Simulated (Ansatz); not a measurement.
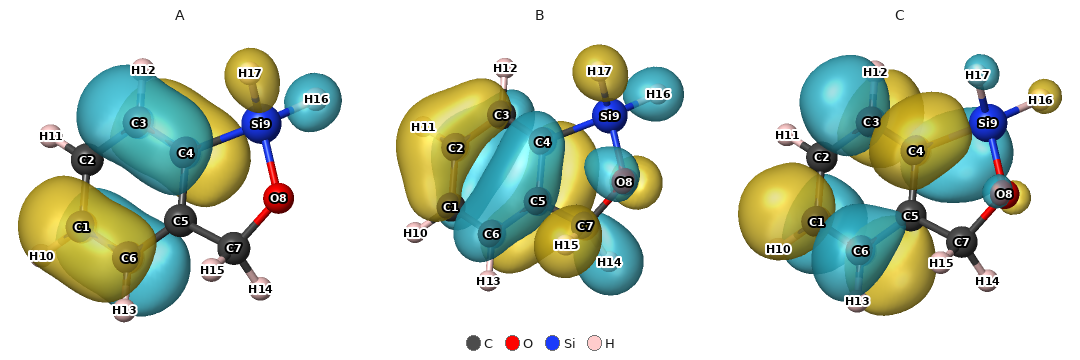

Figure 1: C$_{7}$H$_{8}$OSi (SMILES c1ccc2c(c1)CO[SiH2]2). Three frontier orbitals at ±0.08 Å⁻³ᐟ² (yellow and cyan are the two phases), in no order.

Geometry: PBE0-D3(BJ)/def2-SVP.

All numbers below come from isolated molecule in a Gaussian basis; Kohn-Sham density functional theory, functional PBE0 in Ansatz 0.2.0.

Input

```
crystal:
  periodic: [false, false, false]
  atoms:
    - {symbol: C, position_ang: [-0.309430, 1.731781, -1.053943]}
    - {symbol: C, position_ang: [0.743803, 2.396378, -0.418747]}
    - {symbol: C, position_ang: [1.378224, 1.812340, 0.674352]}
    - {symbol: C, position_ang: [0.961599, 0.560002, 1.137301]}
    - {symbol: C, position_ang: [-0.097334, -0.101399, 0.493803]}
    - {symbol: C, position_ang: [-0.733266, 0.484874, -0.602564]}
    - {symbol: C, position_ang: [-0.466355, -1.447354, 1.074588]}
    - {symbol: O, position_ang: [0.362721, -1.746834, 2.170674]}
    - {symbol: Si, position_ang: [1.503999, -0.565539, 2.523905]}
    - {symbol: H, position_ang: [-0.804115, 2.194552, -1.911531]}
    - {symbol: H, position_ang: [1.067747, 3.374622, -0.781901]}
    - {symbol: H, position_ang: [2.201230, 2.339519, 1.165062]}
    - {symbol: H, position_ang: [-1.558061, -0.029406, -1.104375]}
    - {symbol: H, position_ang: [-0.366779, -2.236467, 0.306020]}
    - {symbol: H, position_ang: [-1.524348, -1.448523, 1.396910]}
    - {symbol: H, position_ang: [2.897333, -1.091450, 2.413780]}
    - {symbol: H, position_ang: [1.324869, -0.017383, 3.901361]}
basis:
  gaussian: {orbitals: def2-SVPD}
hamiltonian: {xc: pbe0}
output: {forces: true, orbitals: {seedname: orbitals}}
```

Launched as:

```sh
ansatz run input.yaml --threads 8 --pin off --max-ram 13920MiB --events-out events.jsonl --progress --plain --runs-dir runs
```

Q: Which picture is the HOMO−1, the HOMO and the LUMO?

A: A is the HOMO−1 (−7.53 eV). By Hirshfeld shares it lies mainly on C6 (about 20 %), C3 (about 20 %), C1 (about 20 %) and C4 (about 20 %). B is the HOMO (−7.22 eV). Its weight (Hirshfeld) is mainly on C2 (about 20 %), C5 (about 20 %), C6 (about 10 %), C4 (about 10 %), C3 (about 10 %) and C7 (about 5 %). C is the LUMO (−0.77 eV). By Hirshfeld shares it lies mainly on C1 (about 20 %), C3 (about 20 %), C6 (about 15 %), C4 (about 15 %), Si9 (about 5 %) and C2 (about 5 %).

Q: What is the HOMO–LUMO gap?

A: 6.45 eV between the orbital energies.
